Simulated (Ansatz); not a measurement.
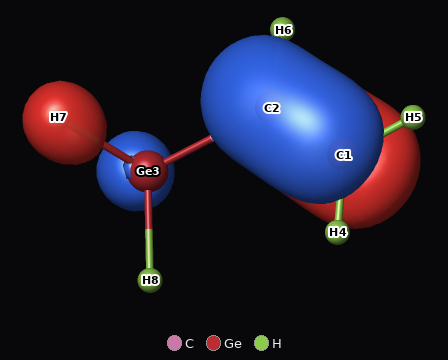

Figure. C2H6Ge (SMILES C=[CH][GeH3]). One frontier orbital at ±0.15 Å⁻³ᐟ² (blue and red are the two phases), seen at a tilt.

Geometry: PBE0-D4/def2-TZVP.

Level of theory: Ansatz 0.2.0, RKS PBE0-D4/def2-TZVPP.

The calculation's input:

```
crystal:
  periodic: [false, false, false]
  atoms:
    - {symbol: C, position_ang: [-0.771401, 0.825445, -1.091141]}
    - {symbol: C, position_ang: [0.063860, 0.755049, -0.061888]}
    - {symbol: Ge, position_ang: [0.543391, -0.913917, 0.798726]}
    - {symbol: H, position_ang: [-1.239228, -0.059102, -1.514401]}
    - {symbol: H, position_ang: [-1.026998, 1.772127, -1.559635]}
    - {symbol: H, position_ang: [0.503131, 1.673927, 0.320650]}
    - {symbol: H, position_ang: [2.061773, -1.150765, 0.712597]}
    - {symbol: H, position_ang: [-0.196937, -2.060911, 0.091120]}
    - {symbol: H, position_ang: [0.150911, -0.888253, 2.286772]}
basis:
  gaussian: {orbitals: def2-TZVPP}
hamiltonian: {xc: pbe0, dispersion: d4}
output: {orbitals: {seedname: orbitals}}
```

Run with:

```sh
ansatz run in.yaml --threads 2 --pin off --events-out ev --progress --plain --max-ram 31744MiB --backend cpu
```

Question: Which orbital is it: HOMO or LUMO?

Answer: The HOMO, at −7.94 eV. Its weight (Hirshfeld) is mainly on C1 (about 40 %), C2 (about 35 %) and Ge3 (about 10 %); π-bonding across C1–C2.
